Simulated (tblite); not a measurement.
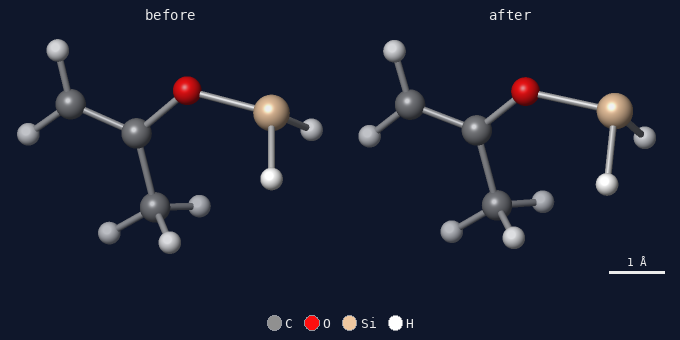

The structure of C3H7OSi (charge −1) before (left) and after (right) a relaxation, at one scale.

Style: ball-and-stick. Shown at a tilt.

All numbers below come from GFN2-xTB geometry optimisation, gas phase (tblite). 

Describe what moved and what it gained.

The largest move after the best rigid fit is that of an H atom, 0.20 Å. Largest moves by element: H 0.20 Å, Si 0.08 Å, C 0.06 Å, O 0.04 Å. Among the contacts that change: O–Si 1.649 → 1.742 Å, C–O 1.396 → 1.310 Å, H–Si 1.484 → 1.519 Å, C–C 1.485 → 1.509 Å. Bond angles that change, for instance: H–Si–H 108.0° → 97.5°, O–Si–H 110.0° → 101.6°, O–Si–H 109.3° → 101.6°. Over 33 geometry steps the energy falls by 8.48 kcal/mol.
